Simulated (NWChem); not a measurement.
# triplet C2H3F: levels of theory compared

We compute a comparison of 6 runs (UB3LYP/def2-TZVP, U-wB97X/def2-TZVP, UB2PLYP/def2-TZVP, UBHLYP/def2-TZVP, UCAM-B3LYP/def2-TZVP, UM06-2X/def2-TZVP) of triplet C2H3F. 

The calculation is run with NWChem 7.3.0.

**1. The system as given**

C2H3F: 6 atoms, total charge 0, spin state triplet. SMILES of the parent species: `C=CF`. The shape is that of a PBE0-D4/def2-TZVP optimisation. That shape belongs to the parent species and isn't relaxed for this state.

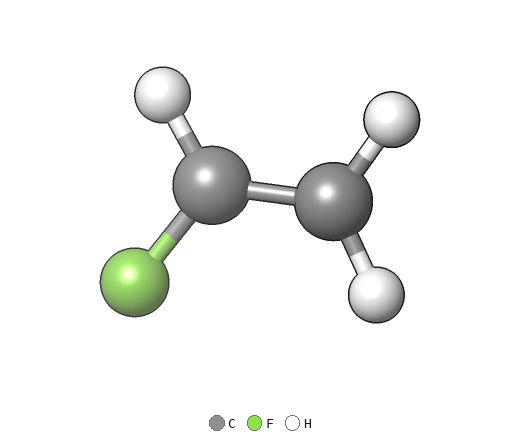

Viewed from a chosen angle; carbon grey, fluorine green, hydrogen white.

**2. The energy at UB3LYP/def2-TZVP (run 1)**

Contents of c2h3f.nw:

```
start c2h3f
title "C2H3F"
memory 2200 mb
charge 0
geometry noautosym nocenter noautoz
  C       -0.536200       0.076400      -0.442800
  C        0.490000      -0.016300       0.376600
  F        0.966200      -1.192400       0.795500
  H       -1.043900      -0.803300      -0.816600
  H       -0.880200       1.054100      -0.749700
  H        1.046100       0.817400       0.790700
end
basis spherical bse
  * library def2-TZVP
end
dft
  xc b3lyp
  mult 3
  grid fine
  convergence energy 1e-08
  iterations 100
  mulliken
  print low
end
task dft energy
```

On the command line:

```sh
nwchem c2h3f.nw > c2h3f.out
```

Standard output:

```text
[...]
 d= 0,ls=0.0,diis     1   -177.6830715438 -2.45D+02  4.94D-03  1.60D-01     2.9
[...]
 d= 0,ls=0.0,diis    10   -177.7375866070 -8.29D-09  1.23D-06  3.05D-08    25.8
[...]
         Total DFT energy =     -177.737586607028
      One electron energy =     -377.375746778802
           Coulomb energy =      154.319693624453
    Exchange-Corr. energy =      -22.474836182407
 Nuclear repulsion energy =       67.793302729728
[...]
      Total Density - Mulliken Population Analysis
     ---------------------------------------------
    Atom       Charge   Shell Charges
 -----------   ------   -------------------------------------------------------
    1 C    6     6.28   0.85  1.12  0.54  0.64  0.12  1.36  1.14  0.47  0.02  0.03  0.00
    2 C    6     5.93   0.85  1.12  0.54  0.56  0.12  1.33  1.03  0.24  0.03  0.09  0.02
    3 F    9     9.18   0.77  1.20  0.62  0.97  0.36  2.29  2.09  0.87  0.00  0.02  0.00
    4 H    1     0.86   0.27  0.47  0.09  0.02
    5 H    1     0.86   0.27  0.48  0.09  0.02
    6 H    1     0.89   0.28  0.48  0.12  0.02
[...]
      <S2> =      2.0068 (Exact =     2.0000)
[...]
```

Wall time 27 s (1 thread of Intel Xeon Platinum 8375C at 2.90GHz (Ice Lake), shared host); peak memory 0.12 GiB.

**3. A single-point energy at U-wB97X/def2-TZVP (run 2)**

Contents of mol.xyz:

```xyz
6

C     -0.536200     0.076400    -0.442800
C      0.490000    -0.016300     0.376600
F      0.966200    -1.192400     0.795500
H     -1.043900    -0.803300    -0.816600
H     -0.880200     1.054100    -0.749700
H      1.046100     0.817400     0.790700
```

Contents of run.py:

```python
from ase.io import read
from ase.calculators.nwchem import NWChem

mol = read('mol.xyz')

calc = NWChem(
    label='mol',
    theory='dft',
    memory='2200 mb',
    basis='def2-TZVP',
    basispar='spherical bse',
    dft={'xc': 'wb97x', 'mult': '3', 'grid': 'fine', 'convergence': 'energy 1e-08', 'iterations': '100', 'mulliken': None},
    task='energy',
)
mol.calc = calc

print(f"energy = {mol.get_potential_energy():.6f} eV")
```

On the command line:

```sh
export ASE_NWCHEM_COMMAND="nwchem PREFIX.nwi > PREFIX.nwo"
python run.py
```

Standard output:

```text
energy = -4835.064801 eV
```

The calculator wrote mol.nwi:

```
title "mol"

permanent_dir mol

scratch_dir mol

start mol

geometry units angstrom nocenter noautosym noautoz
  C  -5.3620000000000001e-01 7.6399999999999996e-02 -4.4280000000000003e-01
  C  4.8999999999999999e-01 -1.6299999999999999e-02 3.7659999999999999e-01
  F  9.6619999999999995e-01 -1.1923999999999999e+00 7.9549999999999998e-01
  H  -1.0439000000000001e+00 -8.0330000000000001e-01 -8.1659999999999999e-01
  H  -8.8019999999999998e-01 1.0541000000000000e+00 -7.4970000000000003e-01
  H  1.0461000000000000e+00 8.1740000000000002e-01 7.9069999999999996e-01
end

memory 2200 mb

basis spherical bse noprint
   * library def2-TZVP
end

dft
  xc wb97x
  mult 3
  grid fine
  convergence energy 1e-08
  iterations 100
  mulliken
end

task dft energy
```

mol.nwo:

```text
Northwest Computational Chemistry Package (NWChem) 7.3.0
             --------------------------------------------------------

           Job information
           ---------------

    nwchem branch   = 7.3.0
    use scalapack   = T
    input           = mol.nwi
    prefix          = mol.
    data base       = mol/mol.db
    status          = startup
    nproc           =        1

           Memory information
           ------------------

    heap     =     72089598 doubles =      550.0 Mbytes
    stack    =     72089595 doubles =      550.0 Mbytes
    global   =    144179200 doubles =     1100.0 Mbytes (distinct from heap & stack)
    total    =    288358393 doubles =     2200.0 Mbytes
    verify   = yes
    hardfail = no

[... 102 lines left out ...]
  convergence criterion.
[... 18 lines left out ...]
          Convergence on gradient requested:  5.00D-04
[... 31 lines left out ...]
          Convergence aids based upon iterative change in
[... 28 lines left out ...]
 1-e energy   =    -375.459210
[... 55 lines left out ...]
         Total DFT energy =     -177.685355565911
[... 2 lines left out ...]
    Exchange-Corr. energy =      -22.429147861566
[... 789 lines left out ...]
                     DFT Final Beta Molecular Orbital Analysis
[... 890 lines left out ...]
 center of mass
 --------------
 x =   0.69463627 y =  -0.85637536 z =   0.55585566

 moments of inertia (a.u.)
 ------------------
         121.565153734833          50.127978034778         -60.878386455691
          50.127978034778         124.254167926631          42.316756270740
         -60.878386455691          42.316756270740         146.086192800767

     Multipole analysis of the density
     ---------------------------------

     L   x y z        total         alpha         beta         nuclear
     -   - - -        -----         -----         ----         -------
     0   0 0 0     -0.000000    -13.000000    -11.000000     24.000000

     1   1 0 0     -0.220052     -7.217535     -7.252185     14.249668
[... 8 lines of this table left out ...]
     2   0 0 2    -13.949519    -26.416314    -21.732826     34.199621

 Task  times  cpu:      114.5s     wall:      114.5s
 Total times  cpu:      114.5s     wall:      114.5s
```

Run time: 1.9 min. Hardware: 1 thread of Intel Xeon Platinum 8375C at 2.90GHz (Ice Lake), shared host; peak memory 0.11 GiB.

Run 3 isn't shown in full; the table further down has it.

**4. A single-point energy at UBHLYP/def2-TZVP (run 4)**

Contents of c2h3f.nw:

```
start c2h3f
title "C2H3F"
memory total 2200 mb
geometry units angstrom noautosym nocenter noautoz
 C     -0.536200     0.076400    -0.442800
 C      0.490000    -0.016300     0.376600
 F      0.966200    -1.192400     0.795500
 H     -1.043900    -0.803300    -0.816600
 H     -0.880200     1.054100    -0.749700
 H      1.046100     0.817400     0.790700
end
basis "ao basis" spherical bse
 * library def2-TZVP
end
dft
 xc bhlyp
 mult 3
 grid fine
 convergence energy 1e-08
 maxiter 100
 mulliken
end
task dft energy
```

On the command line:

```sh
nwchem c2h3f.nw > c2h3f.out
```

Standard output:

```text
[...]
          Wavefunction type:  spin polarized.
          No. of atoms     :     6
          No. of electrons :    24
[...]
          Charge           :     0
          Spin multiplicity:     3
[...]
          AO basis - number of functions:   111
[...]
              XC Information
              --------------
                        BHLYP Method XC Functional
                     Hartree-Fock (Exact) Exchange  0.500
                        Slater Exchange Functional  0.500 local
                    Becke 1988 Exchange Functional  0.500 non-local
              Lee-Yang-Parr Correlation Functional  1.000
[...]
 d= 0,ls=0.0,diis     1   -177.6031506390 -2.45D+02  4.17D-03  1.10D-01     2.9
[...]
 d= 0,ls=0.0,diis    11   -177.6520374373 -3.22D-10  8.45D-08  6.69D-11    28.3
[...]
         Total DFT energy =     -177.652037437288
      One electron energy =     -377.444081693827
           Coulomb energy =      154.413348162479
    Exchange-Corr. energy =      -22.414606635668
 Nuclear repulsion energy =       67.793302729728
[...]
      Total Density - Mulliken Population Analysis
     ---------------------------------------------
    Atom       Charge   Shell Charges
 -----------   ------   -------------------------------------------------------
    1 C    6     6.29   0.86  1.12  0.52  0.64  0.12  1.33  1.20  0.45  0.02  0.03  0.01
    2 C    6     5.91   0.85  1.12  0.53  0.56  0.12  1.30  1.08  0.21  0.04  0.09  0.02
    3 F    9     9.22   0.77  1.20  0.61  0.98  0.35  2.27  2.15  0.85  0.00  0.02  0.00
    4 H    1     0.85   0.27  0.47  0.09  0.02
    5 H    1     0.85   0.27  0.48  0.08  0.02
    6 H    1     0.88   0.27  0.48  0.11  0.02
[...]
      <S2> =      2.0096 (Exact =     2.0000)
[...]
```

Run time: 29 s. Hardware: 1 thread of Intel Xeon Platinum 8375C at 2.90GHz (Ice Lake), shared host; peak memory 0.12 GiB.

Run 5 isn't shown in full; the table further down has it.

**5. The energy at UM06-2X/def2-TZVP (run 6)**

Contents of a.nw:

```
START a
TITLE "C2H3F M06-2X"
memory stack 880 mb heap 220 mb global 1100 mb

GEOMETRY units angstroms noautosym nocenter noautoz
   C    -0.536200    0.076400   -0.442800
   C     0.490000   -0.016300    0.376600
   F     0.966200   -1.192400    0.795500
   H    -1.043900   -0.803300   -0.816600
   H    -0.880200    1.054100   -0.749700
   H     1.046100    0.817400    0.790700
END

BASIS spherical bse
   * library def2-TZVP
END

DFT
   xc m06-2x
   mult 3
   grid fine
   convergence energy 1e-08
   maxiter 100
   mulliken
END

TASK dft energy
```

On the command line:

```sh
nwchem a.nw > a.out
```

Standard output:

```text
[...]
          Wavefunction type:  spin polarized.
          No. of atoms     :     6
          No. of electrons :    24
[...]
          Charge           :     0
          Spin multiplicity:     3
[...]
          AO basis - number of functions:   111
[...]
              XC Information
              --------------
                       M06-2X Method XC Functional
                     Hartree-Fock (Exact) Exchange  0.540
                        M06-2X Exchange Functional  1.000
                      M06-2X Correlation Potential  1.000
[...]
 d= 0,ls=0.0,diis     1   -177.6048952898 -2.45D+02  4.13D-03  1.05D-01     3.4
[...]
 d= 0,ls=0.0,diis    11   -177.6520783257 -2.54D-09  2.18D-07  4.50D-10    34.7
[...]
         Total DFT energy =     -177.652078325670
      One electron energy =     -377.275980200544
           Coulomb energy =      154.217510771326
    Exchange-Corr. energy =      -22.386911626180
 Nuclear repulsion energy =       67.793302729728
[...]
      Total Density - Mulliken Population Analysis
     ---------------------------------------------
    Atom       Charge   Shell Charges
 -----------   ------   -------------------------------------------------------
    1 C    6     6.43   0.86  1.12  0.52  0.65  0.22  1.34  1.20  0.47  0.02  0.03  0.00
    2 C    6     5.91   0.85  1.12  0.53  0.54  0.13  1.30  1.09  0.20  0.03  0.10  0.02
    3 F    9     9.18   0.77  1.20  0.61  0.96  0.37  2.26  2.14  0.84  0.00  0.01  0.00
    4 H    1     0.81   0.27  0.45  0.07  0.02
    5 H    1     0.82   0.27  0.46  0.07  0.02
    6 H    1     0.85   0.27  0.46  0.09  0.02
[...]
      <S2> =      2.0090 (Exact =     2.0000)
[...]
```

Wall time 35 s (1 thread of Intel Xeon Platinum 8375C at 2.90GHz (Ice Lake), shared host); peak memory 0.12 GiB.

**6. All runs side by side**

```csv
run,level,frozen core orbitals,energy (Eh),⟨S²⟩,wall time
1,UB3LYP/def2-TZVP,–,-177.737587,2.007,27 s
2,U-wB97X/def2-TZVP,–,-177.685356,2.008,1.9 min
3,UB2PLYP/def2-TZVP,3,-177.600689,2.011,36 s
4,UBHLYP/def2-TZVP,–,-177.652037,2.010,29 s
5,UCAM-B3LYP/def2-TZVP,–,-177.666996,2.007,1.8 min
6,UM06-2X/def2-TZVP,–,-177.652078,2.009,35 s
```

**7. Outcome**

| quantity | value |
| --- | --- |
| run 6: total energy | -177.65208 Eh |
| run 6: dipole moment | 1.42 D |
| run 6: HOMO energy (highest over α and β) | -4.32 eV |
| run 6: LUMO energy (lowest over α and β) | -3.31 eV |
| run 6: ⟨S²⟩ | 2.009 |

Over runs 2, 3, 4, 5, 6 the dipole moment (its size) runs from 1.34 D (U-wB97X/def2-TZVP) to 1.49 D (UB2PLYP/def2-TZVP). A double hybrid's value is that of its SCF part. Totals of different functionals can't be ranked against each other. All runs together took 5.9 min, the longest 1.9 min.
